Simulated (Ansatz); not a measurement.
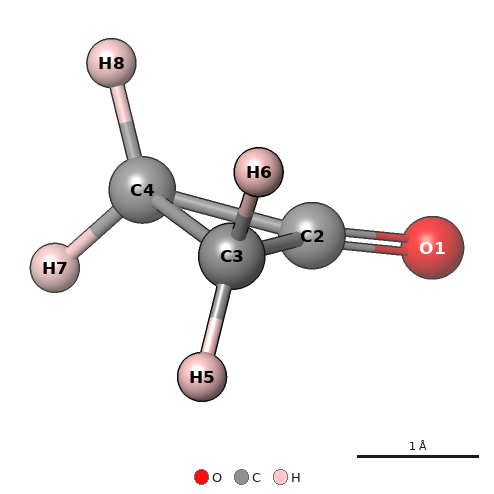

Orthographic view. Atoms fade into the background with distance from the viewer. The geometry was computed by an optimisation with PBE0-D4/def2-TZVP.

Write a MOL file (V2000) with the atoms in numerical order, bonds sorted by atom number with the orders drawn, and coordinates in the frame of the picture: x right, y up, z towards the viewer, origin at the mean position.

```
C3H4O
                    3D

  8  8  0  0  0  0  0  0  0  0999 V2000
    1.7800   -0.1800   -1.1300 O   0  0  0  0  0  0  0  0  0  0  0  0
    0.7800   -0.0800   -0.5000 C   0  0  0  0  0  0  0  0  0  0  0  0
    0.1100   -0.2500    0.7900 C   0  0  0  0  0  0  0  0  0  0  0  0
   -0.6300    0.3000   -0.4600 C   0  0  0  0  0  0  0  0  0  0  0  0
   -0.1300   -1.2500    1.1200 H   0  0  0  0  0  0  0  0  0  0  0  0
    0.3400    0.4500    1.5900 H   0  0  0  0  0  0  0  0  0  0  0  0
   -1.3600   -0.3500   -0.9400 H   0  0  0  0  0  0  0  0  0  0  0  0
   -0.8900    1.3600   -0.4700 H   0  0  0  0  0  0  0  0  0  0  0  0
  1  2  2  0
  2  3  1  0
  2  4  1  0
  3  4  1  0
  3  5  1  0
  3  6  1  0
  4  7  1  0
  4  8  1  0
M  END
```
